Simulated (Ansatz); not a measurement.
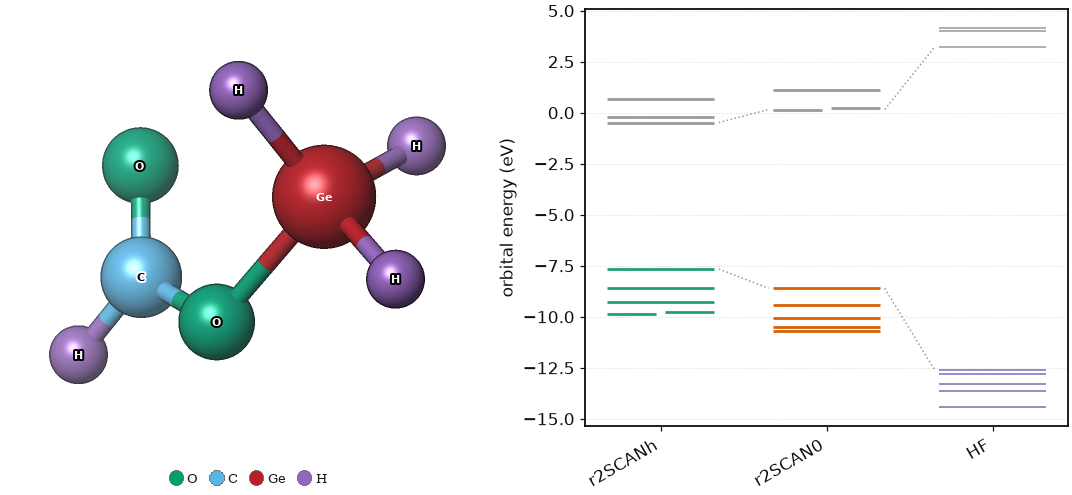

Frontier orbital energies of CH₄GeO₂, SMILES O=C[O][GeH3], singlet at one geometry, def2-TZVPP, the Ansatz code 0.2.0, at a PBE0-D4/def2-TZVP geometry (a minimum by its frequencies). Empty levels are grey, levels within 0.1 eV stand side by side; all columns show the same few orbitals around the gap. Dotted lines join the HOMOs and the LUMOs.

Compare the HOMO-LUMO separations.

Answer. The separation grows from 7.18 eV (r2SCANh) to 15.79 eV (HF).

```tsv
level	HOMO (eV)	LUMO (eV)	separation (eV)
r2SCANh	−7.66	−0.49	7.18
r2SCAN0	−8.61	0.15	8.76
HF	−12.59	3.21	15.79
```

Limits of at least one run: empty levels above zero depend strongly on the basis; no scalar relativity up to krypton; one conformer of a flexible molecule.
